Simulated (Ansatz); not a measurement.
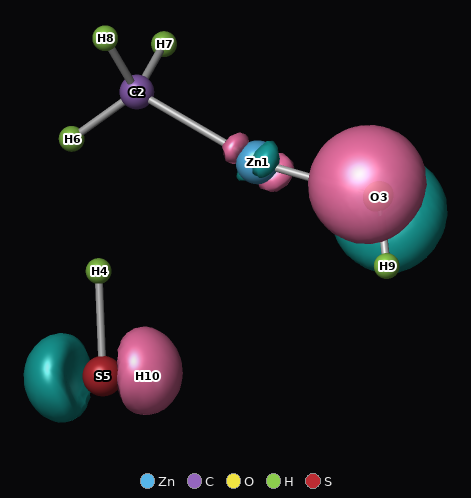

CH4OZn···H2S. The HOMO at ±0.2 Å⁻³ᐟ² (teal and pink are the two phases), seen at a tilt.

These are results of RKS PBE0/def2-SVP (Ansatz 0.2.0), not measurements.

Input file:

```
crystal:
  periodic: [false, false, false]
  atoms:
    - { symbol: Zn, position_ang: [-1.0679, 0.2397, -0.2155] }
    - { symbol: C, position_ang: [1.0191, -0.7111, 0.0341] }
    - { symbol: O, position_ang: [-1.7339, -0.3299, -1.723] }
    - { symbol: H, position_ang: [0.7382, 0.1311, 1.0991] }
    - { symbol: S, position_ang: [-0.2212, 1.3271, 2.0488] }
    - { symbol: H, position_ang: [2.0, -1.1004, 0.2843] }
    - { symbol: H, position_ang: [1.1093, -0.1868, -0.9176] }
    - { symbol: H, position_ang: [0.3417, -1.5662, -0.0205] }
    - { symbol: H, position_ang: [-2.6171, -0.09, -1.9967] }
    - { symbol: H, position_ang: [0.4317, 2.2866, 1.4069] }
basis:
  gaussian: { orbitals: def2-SVP }
hamiltonian:
  xc: pbe0
relax:
  f_tol: 0.15
  max_steps: 25
  restrain:
    - { distance: [0, 4], at: 3.57, k: 30.0 }
    - { distance: [3, 1], at: 2.37, k: 30.0 }
    - { distance: [0, 1], at: 1.98, k: 30.0 }
    - { distance: [3, 4], at: 1.36, k: 30.0 }
output:
  orbitals: {}
```

Run with:

```sh
ansatz run input.yaml --threads 2 --pin off --max-ram 3072MiB --backend cpu --events-out ev --progress --plain --runs-dir out
```

The fields are those of the relaxed geometry.

Question: What is the character of this orbital?

Answer: Its weight (Hirshfeld) is mainly on O3 (about 65 %), S5 (about 20 %) and Zn1 (about 10 %). Its energy is −7.40 eV.
